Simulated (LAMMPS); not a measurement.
Simulation of Al (fcc) with 10 % of Al sites Cu, 864 atoms, at 300 K and 0 GPa, heated as the crystal.

Method: classical MD, pair style meam, file AlSiMgCuFe.meam; code LAMMPS.

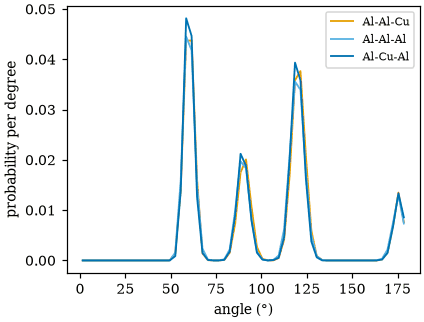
Fig. 1. Probability per degree against angle (°)

Read from the full data:
- state found: crystal; no diffusion seen in 30 ps
- most common Al-Al-Al angle: in the 3° bin centred on 58.5° (mean of all 98°)
- most common Al-Cu-Al angle: in the 3° bin centred on 58.5° (mean of all 98°)

Caution: the random arrangement on this lattice is imposed, and need not be a phase that exists in equilibrium.
